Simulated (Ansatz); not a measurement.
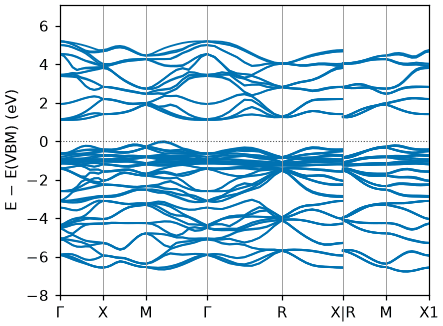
Fig. 1. Band structure from r²SCAN with spin–orbit coupling (plane waves, PAW; program Ansatz)

The gap is 1.10 eV; an edge lies off the plotted path or next to a special point (maximum off the standard path, minimum on the Γ–X line, 21 % of the way from Γ).

The material is CoAsS in space group P2_13 (No. 198; Co on 4a, As on 4a, S on 4a).

The first step of the workflow began from a Materials Project structure, measured or hypothetical; the Crystallography Open Database copy checked does not list it. COD files the formula under space group No. 4, 29. Its standing as an ambient phase is unchecked. The cell was relaxed with r²SCAN under the symmetry of its start; its stability against distortions is not shown here. No spin polarisation was allowed.

Potentials: the later of the program's two PAW sets.
